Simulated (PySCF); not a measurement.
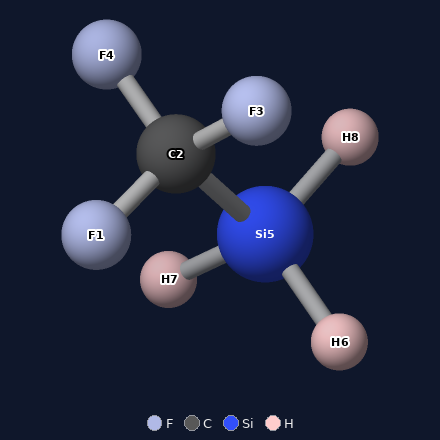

CH₃F₃Si, SMILES FC(F)(F)[SiH3]. Vertical core-electron binding energies by ΔSCF (SCAN, pcX-2 on the ionised atom, pcseg-1 elsewhere, none; PySCF 2.14.0, at a PBE0-D3(BJ)/def2-SVP geometry (no frequency check)), gas phase, against the vacuum level. One atom of each kind was ionised; within a panel, areas follow the number of like atoms and 2j + 1 (2p levels are split by first-order spin-orbit coupling, an approximation), each panel is scaled alone, Gaussians of 1.0 eV full width. Only the regions named are shown. Lines closer than the width merge in the curve.

### Predict the Si 2p, F 1s and Si 1s photoelectron lines.

```csv
level,atoms,binding energy (eV)
Si 2p1/2,Si5,108.5
Si 2p3/2,Si5,107.9
F 1s,"F1, F3, F4",693.3
Si 1s,Si5,1843.2
```

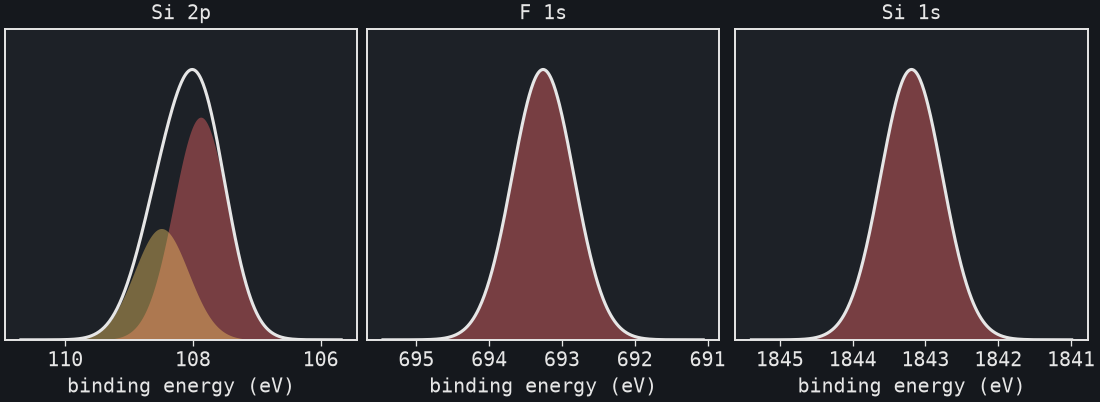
